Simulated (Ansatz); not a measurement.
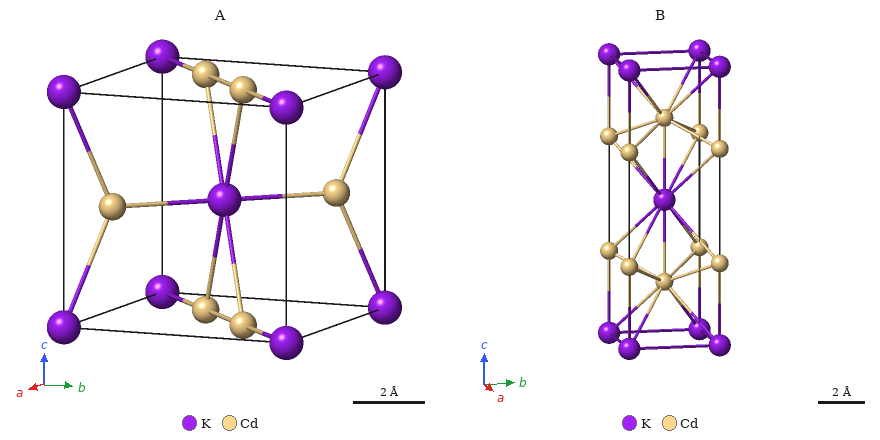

Two structures of KCd2, each relaxed to rest (conventional cells in solid outline, small ones repeated, not to one scale). Method: DFT PBE, scalar-relativistic, plane waves, PAW (Ansatz 0.2.0), without spin polarisation.

Question: What are the two structures?

Answer: A: 6 atoms a cell on a primitive tetragonal lattice, P4_2/mnm. B: 6 atoms a cell on a body-centred tetragonal lattice, I4/mmm.

Question: Which structure wins energetically, and by what margin?

Answer: B is lower, by 323 meV/atom at this level of theory (energies at zero smearing). Volumes: A 54.0, B 33.7 Å³/atom.

One or both may be structure types tried for this composition rather than known phases.
